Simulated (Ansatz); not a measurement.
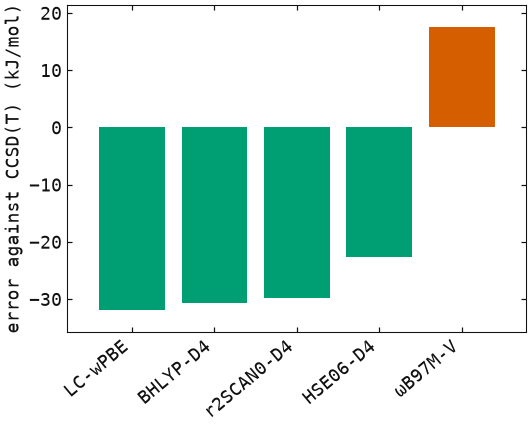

Error in the electronic atomisation energy (method less reference, so positive means overbinding) of BSi₂NH₈, SMILES BN[SiH2][SiH3]: functionals in def2-TZVPP against frozen-core CCSD(T) at the limit (MP2 extrapolated from triple and quadruple zeta, plus CCSD(T) less MP2 in a smaller set), which gives 3894.1 kJ/mol, at a PBE0-D4/def2-TZVP geometry (a minimum by its frequencies), no zero-point or spin-orbit term, the Ansatz code. The reference leaves out core correlation, a term that grows with the number of heavy atoms. No dispersion term is added to LC-wPBE.

> What range do the values span?

From −31.9 kJ/mol (LC-wPBE) to 17.5 kJ/mol (ωB97M-V).

> Give the values.

```csv
level,kJ/mol
LC-wPBE,−31.9
BHLYP-D4,−30.7
r2SCAN0-D4,−29.8
HSE06-D4,−22.6
ωB97M-V,17.5
```

Caveats, for all or some of the runs: one conformer of a flexible molecule.
